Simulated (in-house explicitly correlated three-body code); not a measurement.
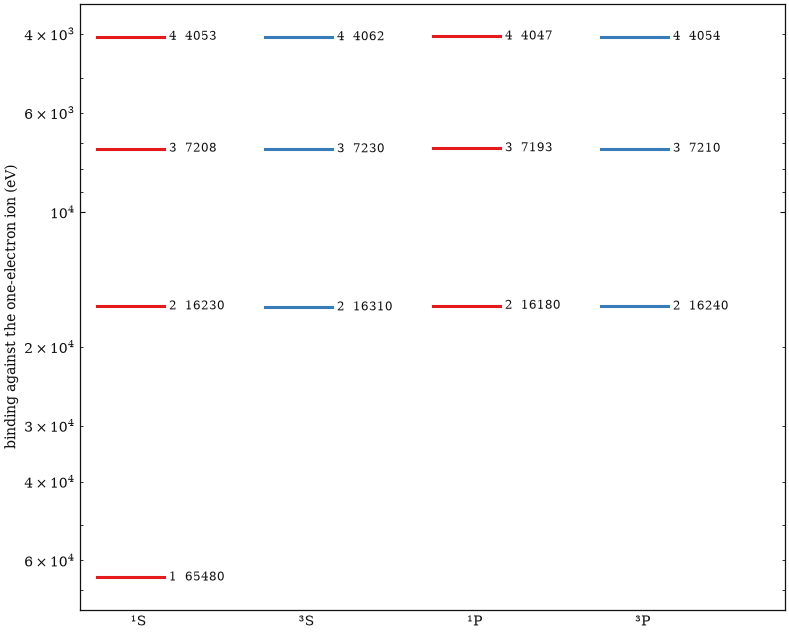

Two electrons around a point charge of unknown size. Computed variationally in 260 exponentially correlated functions with an in-house code, non-relativistic, converged to about 10⁻⁸ of the energy. The plot shows the bound S and P states that converged, by term and principal number n, on a logarithmic scale of binding.

Question: What is the nuclear charge?

Answer: Z = 70 (ytterbium). The outer electron of the excited states sees a charge of Z − 1, so they are bound by about 13.6 (Z − 1)²/n² eV. The ground state is bound by 65.48 keV. The n = 2 states drawn run, from the deepest, 2 ³S (16.31 keV), 2 ³P (16.24 keV), 2 ¹S (16.23 keV), 2 ¹P (16.18 keV). Exchange puts 2 ³S below 2 ¹S by 81.8 eV and 2 ³P below 2 ¹P by 62.8 eV. Quantum defects n − (Z − 1)/√(2 E(binding)): 2 ³S 0.007, 2 ³P 0.003, 2 ¹S 0.002, 2 ¹P −0.001.
